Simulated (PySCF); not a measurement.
C$_{7}$H$_{5}$F$_{2}$ (SMILES [CH2]c1ccc(F)c(F)c1) (doublet)

```json
{"atom": "C", "x (Å)": "2.3271", "y (Å)": "0.0673", "z (Å)": "-0.0158"}
{"atom": "C", "x (Å)": "0.9508", "y (Å)": "0.0180", "z (Å)": "-0.0107"}
{"atom": "C", "x (Å)": "0.2458", "y (Å)": "-1.1786", "z (Å)": "-0.3303"}
{"atom": "C", "x (Å)": "-1.1235", "y (Å)": "-1.2249", "z (Å)": "-0.3232"}
{"atom": "C", "x (Å)": "-1.8562", "y (Å)": "-0.0864", "z (Å)": "0.0003"}
{"atom": "F", "x (Å)": "-3.1977", "y (Å)": "-0.1382", "z (Å)": "0.0045"}
{"atom": "C", "x (Å)": "-1.1936", "y (Å)": "1.1027", "z (Å)": "0.3187"}
{"atom": "F", "x (Å)": "-1.9100", "y (Å)": "2.1974", "z (Å)": "0.6319"}
{"atom": "C", "x (Å)": "0.1737", "y (Å)": "1.1659", "z (Å)": "0.3156"}
{"atom": "H", "x (Å)": "2.9130", "y (Å)": "-0.7993", "z (Å)": "-0.2603"}
{"atom": "H", "x (Å)": "2.8520", "y (Å)": "0.9728", "z (Å)": "0.2259"}
{"atom": "H", "x (Å)": "0.8142", "y (Å)": "-2.0607", "z (Å)": "-0.5803"}
{"atom": "H", "x (Å)": "-1.6582", "y (Å)": "-2.1307", "z (Å)": "-0.5636"}
{"atom": "H", "x (Å)": "0.6619", "y (Å)": "2.0943", "z (Å)": "0.5649"}
```

Geometry: GFN2-xTB.

The calculation used PySCF, UKS B3LYP, pcH-1 on C F H, non-relativistic, mean-field spin-orbit, GIAO.

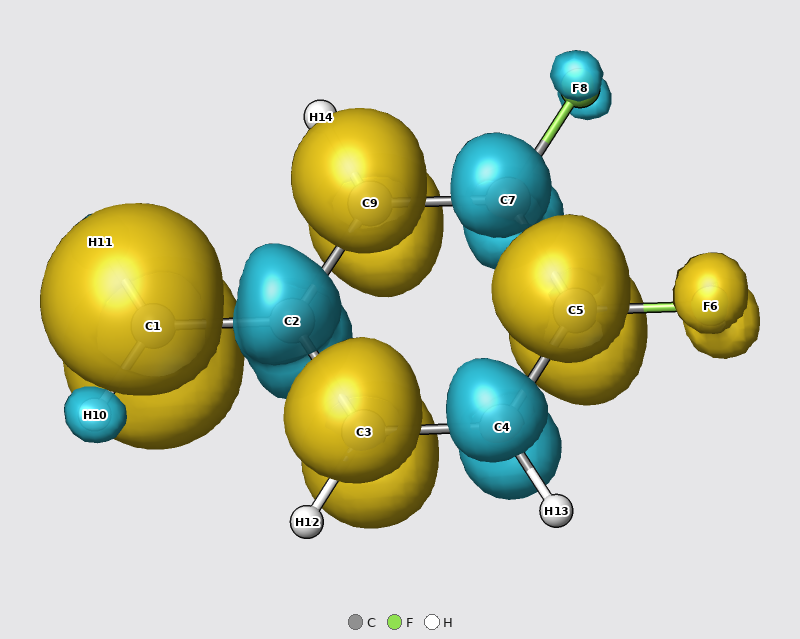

Figure 1. Isosurfaces of the spin density (α minus β) at +0.02 (yellow) and −0.02 e/Å³ (cyan), seen at a tilt.

Where is the unpaired spin?

The unpaired spin (1 electron) lies mostly on C1 (about 0.5), C5 (about 0.2), C3 (about 0.1) and C9 (about 0.1), in electrons by Hirshfeld's partition.

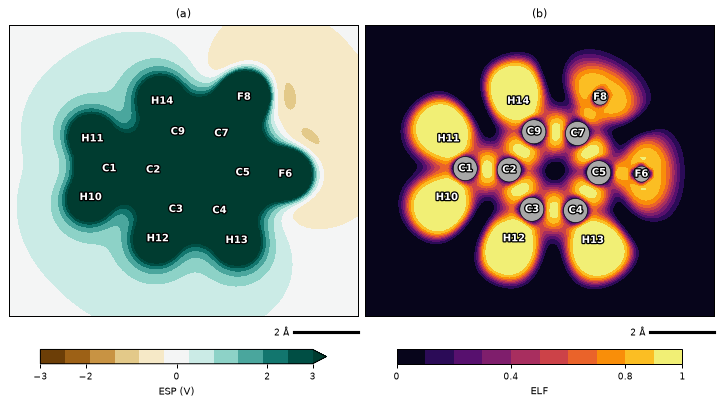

Figure 2. (a) electrostatic potential; (b) electron localisation function on the molecular plane. Grey discs cover the atomic cores in the ELF map.

Describe what can be read from this map.

The section cuts through C, F and H sites. C–F (1.34 Å): the ELF peaks at about 0.85 between the atoms; a shared but strongly polarised pair. C–C (1.37 Å): the ELF peaks at about 0.95 between the atoms: a covalent bond. C–H (1.07 Å): the ELF climbs to about 1 towards the hydrogen, as it does in any bond to H: an ordinary covalent bond to hydrogen. C–C (1.42 Å): the ELF peaks at about 0.95 between the atoms (a covalent bond). The ELF also peaks beside F6 and F8, away from the bonds: non-bonding electrons, paired or unpaired. Outside the dense part of the molecule the potential is most negative (−0.9 V) near F8.

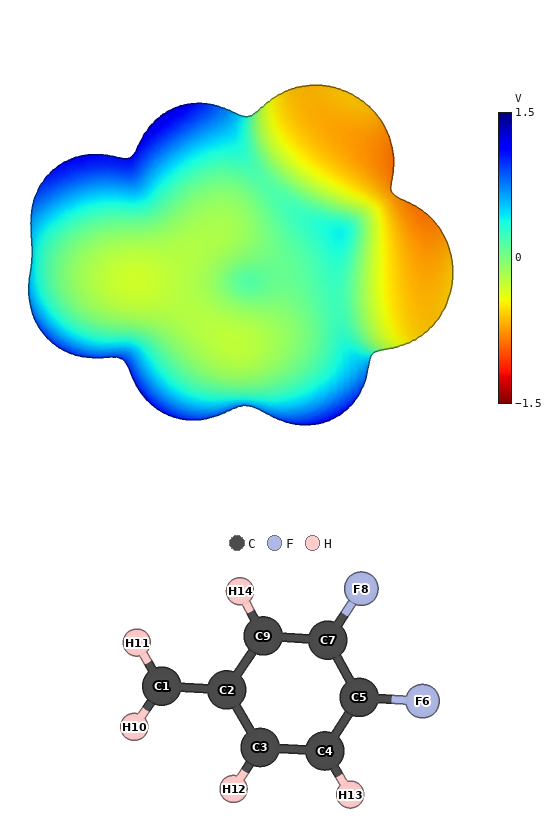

Figure 3. The molecular electrostatic potential painted on the density surface at 0.002 e/bohr³, seen at a tilt; the colour scale runs from red (negative) to blue (positive). The bare structure is drawn below in the same view.

Describe the electrostatic potential map.

The most negative region (about −0.8 V) lies over F6 and F8, the most positive (about +1.2 V) over H12, H13 and H14.

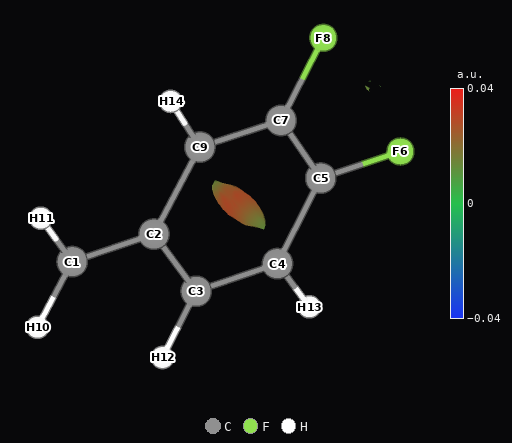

Figure 4. Non-covalent interaction (NCI) plot: the surface where the reduced density gradient is 0.6, for densities under 0.05 a.u., coloured by sign(λ₂)ρ; seen at a tilt.

Identify the weak interactions.

Inside the ring or cage of C2, C3, C4, C5, C7 and C9: steric crowding (red).
